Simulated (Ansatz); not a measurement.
BH2Br and related structures: several calculations on one system

### Relaxation

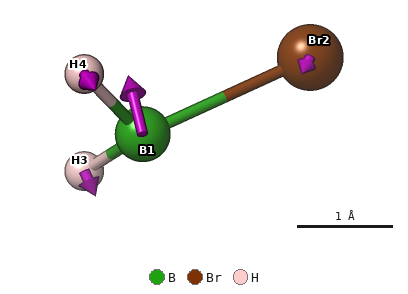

A relaxation of BH₂Br. The starting structure is drawn; purple arrows show the displacements, magnified 3 times. The two geometries are superimposed by the best rigid fit.

Style: ball-and-stick. Shown from a free direction.

It is one of the separated reactants of a reaction.

Computed with RKS PBE0-D4/def2-TZVP in Ansatz. Set-up: force threshold 0.005 eV/Å; at most 200 steps.

Question: Atoms of which element are displaced furthest, and by how much?

Answer: Boron: up to 0.25 Å, against 0.10 Å for hydrogen.

Question: What did the optimiser do to the structure, and how much energy did it gain?

Answer: After 6 geometry steps the energy has fallen by 0.553 eV. The largest force component goes from 2.8 to under 0.0001 eV/Å. B1 moves most after the best rigid fit: 0.25 Å. Largest moves by element: B 0.25 Å, H 0.10 Å, Br 0.08 Å. Some distances before and after: B1–Br2 1.995 → 1.891 Å, B1–H3 1.200 → 1.189 Å. Bond angles that change, for instance: H3–B1–H4 116.4° → 124.3°, Br2–B1–H3 113.5° → 117.8°.

### Relaxation

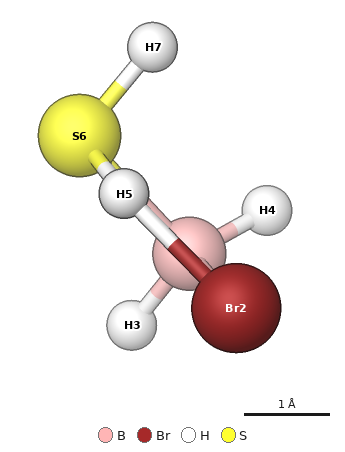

This is the input geometry for a relaxation of BH4SBr (started from a transition state, displaced along its imaginary mode). The picture is a ball-and-stick view, seen from a free direction.

Theory: RKS PBE0-D4/def2-TZVP (Ansatz 0.2.0).

Input
```yaml
crystal:
  periodic: [false, false, false]
  atoms:
    - {symbol: B, position_ang: [-0.562219, -0.494159, -0.206047]}
    - {symbol: Br, position_ang: [0.499188, 0.064122, -1.858980]}
    - {symbol: H, position_ang: [-0.530797, -1.696869, -0.083184]}
    - {symbol: H, position_ang: [-1.619261, 0.086844, -0.114116]}
    - {symbol: H, position_ang: [1.193196, 0.366831, -0.116085]}
    - {symbol: S, position_ang: [0.761681, 0.213089, 1.125306]}
    - {symbol: H, position_ang: [0.258110, 1.460144, 1.253106]}
basis:
  gaussian: {orbitals: def2-TZVP}
hamiltonian: {xc: pbe0, dispersion: d4}
relax: {f_tol: 0.005, max_steps: 200}
```

> Predict the outcome.

H5 moves most after the best rigid fit: 0.96 Å. By element the largest moves are H 0.96 Å, Br 0.53 Å, S 0.29 Å, B 0.13 Å. Some distances before and after: Br2–H5 1.900 → 3.181 Å, B1–Br2 2.042 → 1.995 Å, H5–S6 1.323 → 1.347 Å, B1–S6 2.006 → 1.985 Å. Among the angles between lasting bonds that change: B1–S6–H5 68.5° → 100.6°, Br2–B1–S6 95.6° → 108.3°, H4–B1–S6 110.9° → 101.6°. Groups turn about B1–S6 by about 40°. The energy falls by 0.702 eV in 8 geometry steps. The largest force component goes from 2.4 to 0.0029 eV/Å.

Step by step:

```
step  E − E(0), eV  largest force component, eV/Å
   0        0.0000                         2.4050
   1       -0.3672                         0.6941
   2       -0.4832                         0.5694
   3       -0.5756                         0.7580
   4       -0.6604                         0.2684
   5       -0.6969                         0.1120
   6       -0.7011                         0.0829
   7       -0.7020                         0.0107
   8       -0.7020                         0.0029
```

Final geometry:

```xyz
7

B    -0.6089   -0.4839   -0.3259
Br    0.0500    0.2697   -2.0521
H    -0.3916   -1.6571   -0.2027
H    -1.7104   -0.1113   -0.0314
H     1.7205    0.1123    0.6508
S     0.4800    0.2827    1.1466
H     0.4603    1.5876    0.8147
```

The end point in the same view:

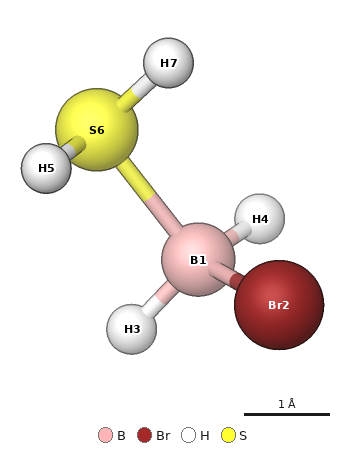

### Reaction

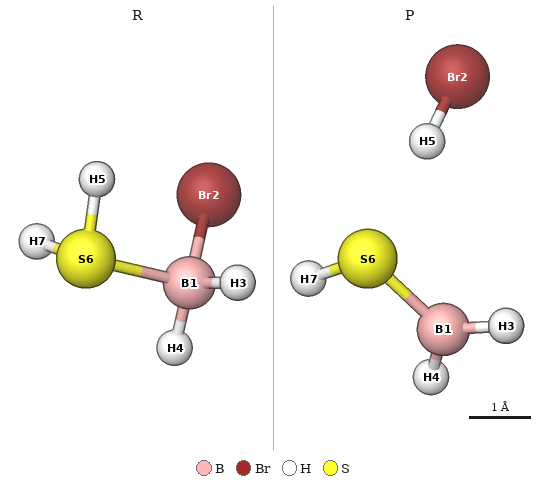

Reactant (R) and product (P) of one elementary step of BH₄SBr. Style: ball-and-stick. Shown at a tilt.

Stationary points at PBE0-D4/def2-TZVP, single-point energies with CCSD(T)/CBS (def2-TZVPP where no basis is named; Ansatz 0.2.0). The energies are electronic, without zero-point or thermal terms, and both ends are the minima reached downhill from the saddle, with any fragments still in contact. CCSD(T)/CBS stands for a frozen-core estimate: MP2 correlation extrapolated from def2-TZVPP and def2-QZVPP, CCSD(T) minus MP2 from the smaller set.

R:
```xyz
7

B    -0.6142   -0.4795   -0.3223
Br    0.0182    0.2949   -2.0491
H    -0.3959   -1.6543   -0.2170
H    -1.7108   -0.1100   -0.0060
H     1.7305    0.1034    0.6252
S     0.4981    0.2683    1.1424
H     0.4741    1.5773    0.8269
```

P:
```xyz
7

B    -0.9961   -0.6665    0.5623
Br    1.9224    0.6669   -2.5243
H    -0.9081   -1.8239    0.2978
H    -2.0118   -0.0543    0.4768
H     1.4424    0.4050   -1.2018
S     0.5014    0.1092    1.1075
H     0.0497    1.3637    1.2818
```

Q: Predict the saddle point between them and the barrier.

A: Counted by bonded pieces, R holds BH₄SBr and P holds BH₃S + HBr. From R over the saddle to P, a bond forms: Br2–H5 (3.18 → 1.61 → 1.43 Å). Bonds break: B1–Br2 (2.00 → 2.35 → 4.45 Å), H5–S6 (1.35 → 1.76 → 2.51 Å). The saddle has one imaginary mode, 600i cm⁻¹. With CCSD(T)/CBS the barrier is 0.89 eV from R and 0.62 eV from P, and P lies 0.27 eV above R.

Saddle geometry:

```xyz
7

B    -0.5952   -0.5052    0.0001
Br    0.6294    0.1226   -1.9064
H    -0.5208   -1.6890   -0.0827
H    -1.6113    0.0965   -0.1278
H     1.1942    0.3430   -0.4151
S     0.6654    0.1791    1.2537
H     0.2383    1.4529    1.2782
```

The saddle point in the same view, with dashed sticks for the bonds that form or break:

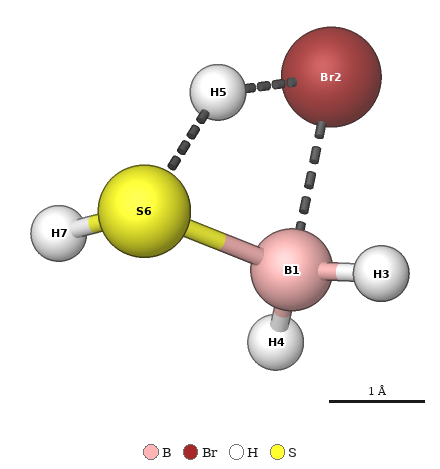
